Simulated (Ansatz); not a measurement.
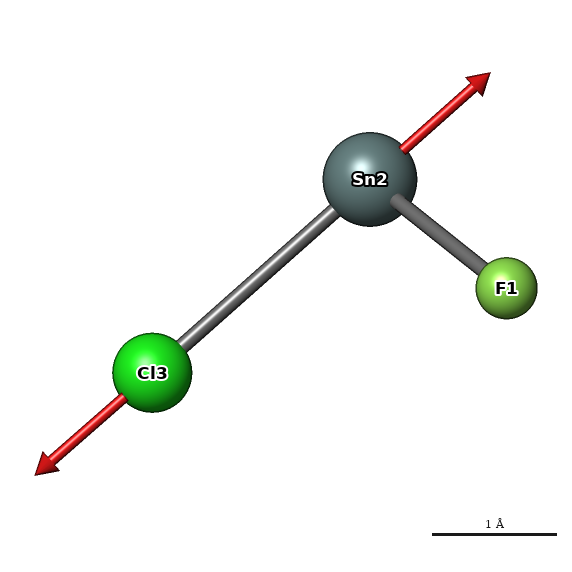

Arrows show the forces on the atoms, 8 Å of arrow for 1 eV/Å; forces under a tenth of the largest aren't drawn. Level of theory: PBE0-D4/def2-TZVP (Ansatz 0.2.0).

Question: Which bond do the forces act along most?

Answer: Sn2–Cl3, now 2.350 Å: the forces push its atoms apart, so a first step downhill lengthens it.

List the force components in the frame of the picture (x right, y up, z towards the viewer), in eV/Å.

| atom | Fx | Fy | Fz |
| --- | --- | --- | --- |
| F1 | 0.00 | 0.00 | 0.00 |
| Sn2 | 0.09 | 0.08 | 0.00 |
| Cl3 | −0.09 | −0.08 | 0.00 |
